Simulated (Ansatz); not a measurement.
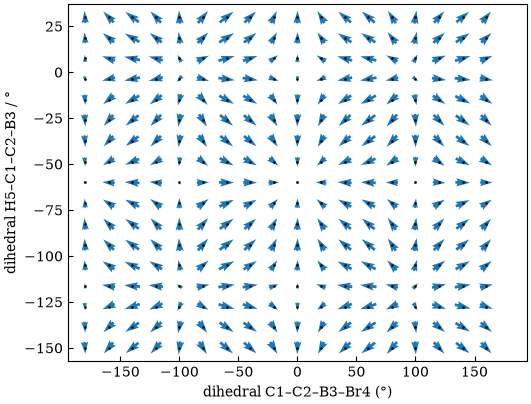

C2H5BBr, SMILES CC[B]Br, spin multiplicity 2. 
- The first coordinate is: dihedral C1–C2–B3–Br4; the second: dihedral H5–C1–C2–B3.
- Nothing is relaxed (all other coordinates rigid).
- The grid has 18 × 17 points.
- Points are written as (first, second).
- These are results of Ansatz 0.2.0, UKS PBE-D4/def2-SVP, not measurements.

Drawn: dots at the grid points, arrows along the force (downhill), their lengths compressed.

**The arrows alone are given. Where are the wells?**

The arrows converge at (0°, −60.0°); (−180°, −60.0°) (2.0 kJ/mol up) (read from the interpolated surface).

The energy map of the same scan:

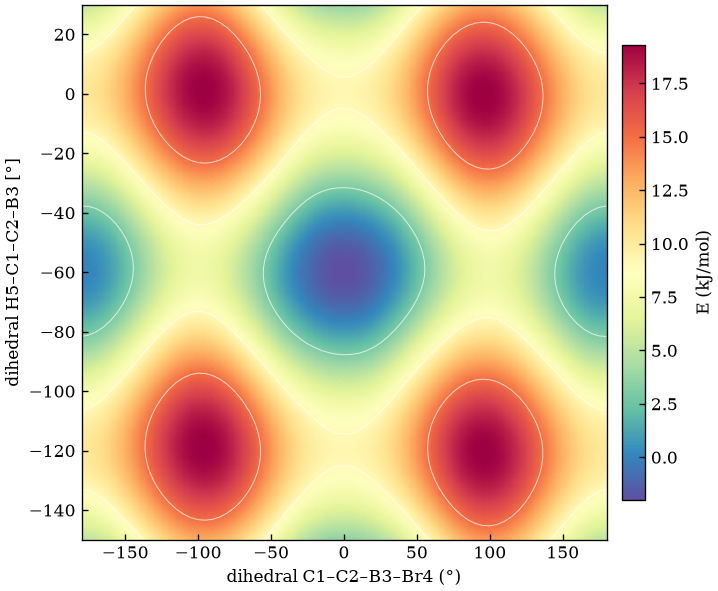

Energies are in kJ/mol, from the relaxed molecule at the same level; between grid points the surface is interpolated.
